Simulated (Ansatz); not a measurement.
## Electronic structure of BFGaH$_{4}$N in real space

The calculation's input:

```
basis:
  gaussian: {orbitals: def2-TZVPD}
crystal:
  periodic: [false, false, false]
  atoms:
    - {symbol: B, position_ang: [-0.489708, -1.304309, 0.104961]}
    - {symbol: F, position_ang: [-0.803112, -2.277706, 0.971614]}
    - {symbol: Ga, position_ang: [0.489854, 1.368226, -0.471085]}
    - {symbol: "N", position_ang: [0.009915, -0.074827, 0.580032]}
    - {symbol: H, position_ang: [0.320764, 1.190087, -2.002713]}
    - {symbol: H, position_ang: [1.015057, 2.614054, 0.299284]}
    - {symbol: H, position_ang: [0.105447, 0.000123, 1.593197]}
    - {symbol: H, position_ang: [-0.648229, -1.515646, -1.075281]}
hamiltonian: {xc: pbe0}
output: {forces: true, orbitals: {seedname: orbitals}}
```

Launched as:

```sh
ansatz run input.yaml --threads 2 --pin off --max-ram 4350MiB --events-out events.jsonl --progress --plain --runs-dir runs
```

Geometry: r2SCAN-D4/def2-SVP.

All numbers below come from isolated molecule in a Gaussian basis; Kohn-Sham density functional theory, functional PBE0 in Ansatz.

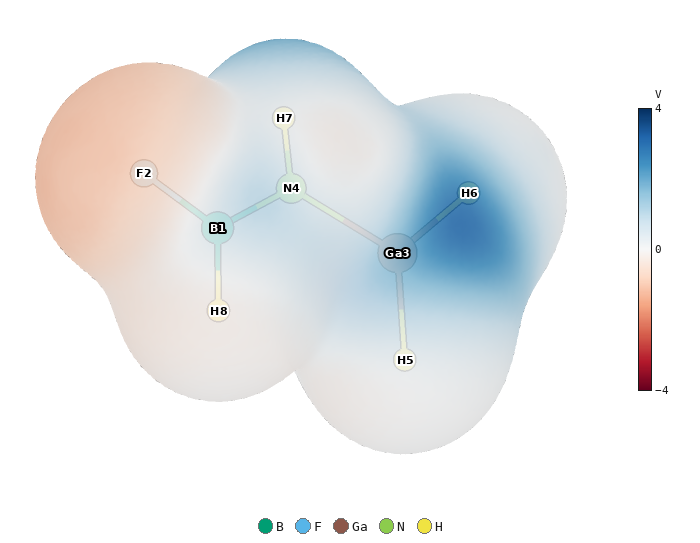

Figure 1. The electrostatic potential painted on the density surface at 0.002 e/bohr³, seen at a tilt; the colour scale runs from red (negative) to blue (positive).

### Where is the surface potential most negative and most positive?

The most negative region (about −1.1 V) lies over F2, the most positive (about +3.0 V) over Ga3.

### How polar is the molecule by this calculation?

Its dipole moment is 2.09 D.

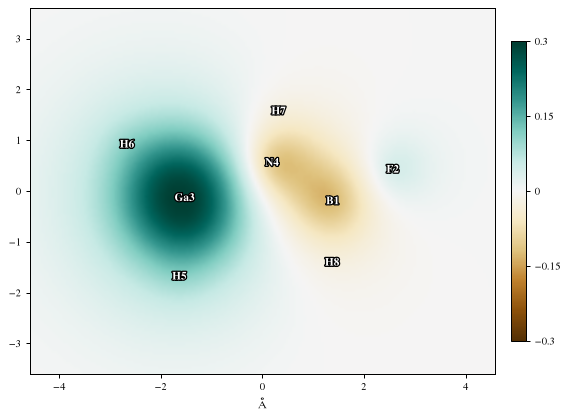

Figure 2. One frontier orbital on a plane 0.8 Å above the molecular plane (values in Å⁻³ᐟ²; the overall sign is arbitrary).

### Which orbital is it: HOMO or LUMO?

The LUMO, at −1.46 eV. Its weight (Hirshfeld) is mainly on Ga3 (about 75 %); it changes sign across the molecular plane (π type).

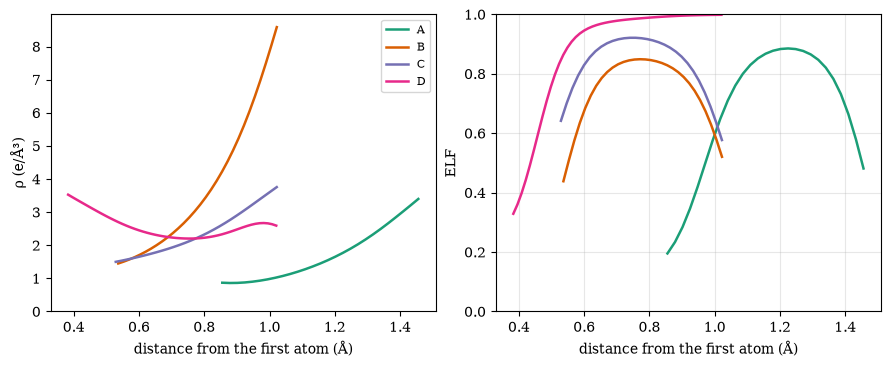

Figure 3. Electron density and electron localisation function along straight lines between neighbouring atoms. The curves leave out the atomic cores.

### Which curve belongs to which contact (B–F, B–N, Ga–N and N–H)? The first atom named is at distance zero.

Curve A: Ga–N (1.85 Å): ρ is about 0.88 e/Å³ halfway; the ELF peaks at about 0.90 in the valence shell of N, 0.6 Å from its nucleus, and is about 0.35 at the midpoint. Curve B: B–F (1.34 Å): ρ is about 2.1 e/Å³ halfway; the ELF peaks at about 0.85 between the atoms (a shared but strongly polarised pair). Curve C: B–N (1.41 Å): ρ is about 1.9 e/Å³ halfway; the ELF peaks at about 0.90 between the atoms, as expected for a polar covalent bond. Curve D: N–H (1.02 Å): the density is about 2.8 e/Å³ at the midpoint; the ELF climbs to about 1 towards the hydrogen, as it does in any bond to H; a covalent bond by its length.
